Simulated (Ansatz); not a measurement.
**SiC (wurtzite), energy against volume**

SiC (wurtzite)

Space group P6₃mc (No. 186); a = b = 3.075 Å, c = 5.049 Å, α = β = 90.00°, γ = 120.00°

| atom | site | symmetry | x | y | z |
|---|---|---|---|---|---|
| Si | 2b | 3m. | 0.6667 | 0.3333 | 0.0005 |
| C | 2b | 3m. | 0.3333 | 0.6667 | 0.1247 |

Equation-of-state scan: isotropic scaling of the cell above, V₀ being its volume. The atoms relax within the cell's symmetry.

The numbers are results of r2SCAN (plane waves to 500 eV, PAW, scalar-relativistic; Ansatz, an electronic-structure program), not measurements. k mesh 12×12×7 (Γ-centred), Fermi-Dirac smearing 0.05 eV. Energies are smeared free energies. With the shape held, the modulus is that of even scaling; a crystal free to change shape is softer. SiC was relaxed with its symmetry unable to fall. The PAW data are Ansatz's earlier set. The zero of ΔE is the relaxed starting cell.

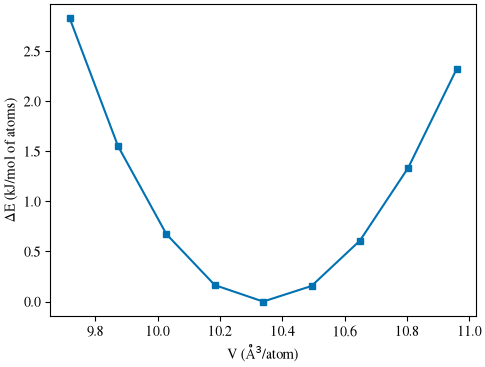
*ΔE (kJ/mol of atoms) against V (Å³/atom); computed points joined by lines.*

The energy cost of the largest compression comes out as 29.3 meV/atom and the pressure at the smallest volume is 15.9 GPa. The pressure derivative B₀′ (fit) is 3.9 and the energy cost of the largest expansion is 24.1 meV/atom. The equilibrium volume of the fit is 10.34 Å³/atom.

(A scan under strain: stresses follow from slopes of the energy per volume, elastic moduli from its curvatures.)
